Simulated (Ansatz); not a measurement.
# Cl2CoH4O2 (CoCl2(H2O)2): the cost of one run

Method: the settings change from run to run; program: Ansatz 0.2.0, Gaussian basis.

1 further run of the same task is left out (for a known fault of the program).

### Step 1. The geometry

An earlier B3LYP-D4/def2-SVP relaxation fixed the geometry.

9 atoms, charge 0, spin multiplicity 2.

Atoms are counted from 1 here; the program's logs count them from 0.

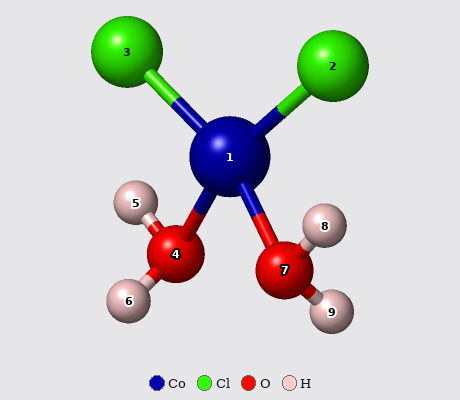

The structure; cobalt blue, chlorine green, oxygen red, hydrogen pink; atoms are numbered from 1 in the order of the file.

### Step 2. B97/6-31G*

Set apart from the defaults: multiplicity 4, atoms shaken by 0.08 Å, finite nuclei, a point charge of 0.50 e beside it, relativity set to none, high accuracy.

Contents of in.yaml:

```yaml
crystal:
  periodic: [false, false, false]
  atoms:
    - {symbol: Co, position_ang: [0.525748, 0.022476, 0.428568]}
    - {symbol: Cl, position_ang: [1.390896, -1.711718, 1.370446]}
    - {symbol: Cl, position_ang: [2.064650, 1.539365, 0.582224]}
    - {symbol: O, position_ang: [-0.108282, 1.167320, -1.254333]}
    - {symbol: H, position_ang: [0.659262, 1.848625, -0.995411]}
    - {symbol: H, position_ang: [-1.069425, 1.626440, -1.006305]}
    - {symbol: O, position_ang: [-1.187813, -1.139172, 0.444848]}
    - {symbol: H, position_ang: [-0.732360, -1.787426, 0.889503]}
    - {symbol: H, position_ang: [-1.387379, -1.519272, -0.521716]}
basis:
  gaussian: {orbitals: "6-31G*", nuclear_model: gaussian, point_charges: [{charge: 0.50, position_ang: [6.122, 0.877, 0.228]}]}
magnetization: {spin_polarized: true, initial_magnetization: 3}
hamiltonian: {xc: {name: B97}, pseudopotentials: {relativity: none}}
accuracy: high
scf: {omitted_lower_state_checks: [starts]}
```

Command:

```sh
> ansatz run in.yaml --threads 4 --pin off --events-out ev --progress --plain --max-ram 8704MiB
```

What time and memory should one allow on 4 threads of AMD EPYC 9R45, shared host?

About 32 s, with a peak of 1.5 GiB.
